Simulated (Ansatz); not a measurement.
Pt (fcc, Cu type), frozen-phonon scan

Pt (fcc, Cu type)

```yaml
crystal:
  lattice:
    - [0.00000, 3.97027, 3.97027]
    - [1.98513, 0.00000, 1.98513]
    - [1.98513, 1.98513, 0.00000]
  atoms:
    - { symbol: Pt, position: [0.00000, 0.00000, 0.00000] }
    - { symbol: Pt, position: [0.50000, 0.00000, 0.00000] }
```

The atoms are displaced by Q × the pattern below (from a DFPT mode at L = (0.5, 0.0, 0.0), largest move 1; Q in Å), at fixed cell. (q is in reciprocal vectors of the primitive cell; the cell shown is doubled to hold the pattern.)

| atom | x | y | z |
|---|---|---|---|
| Pt1 | -0.577 | 0.577 | 0.577 |
| Pt2 | 0.577 | -0.577 | -0.577 |

Calculation: PBE (plane waves to 420 eV, PAW, scalar-relativistic; Ansatz, a first-principles code). k mesh 10×20×20 (Γ-centred), Fermi-Dirac smearing 0.05 eV. E stands for the smeared free energy. With partly filled bands, energies and forces of such displacements shift with the k mesh and the smearing. Pt is run without spin polarisation. Pt was relaxed with its symmetry unable to fall. Spin-orbit coupling is left out, though Pt is heavy. The zero of ΔE is the undisplaced structure.

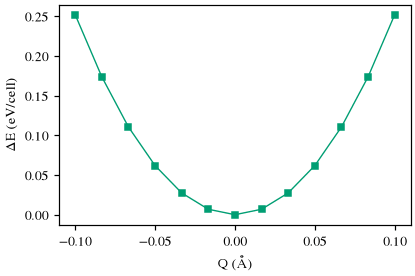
Figure: ΔE (eV/cell) against Q (Å); computed points joined by lines.

The energy at Q = 0.100 Å comes out as 252 meV/cell. Shape of the curve: a single well with its minimum at or next to zero displacement. Space group of the distorted cell: R-3m (No. 166), lowered from Fm-3m. Harmonic wavenumber from the curvature (finite differences): 185 cm⁻¹. Wavenumber by perturbation theory (DFPT, on another k mesh): 185 cm⁻¹.

E″ = 49.26 eV/Å², M = Σ mᵢ|uᵢ|² = 390.2 u, ν̃ = 521.5·√(|E″|/M).

(For displaced atoms, the force is minus the slope of the energy, and its curvature is a force constant, which sets phonon frequencies.)
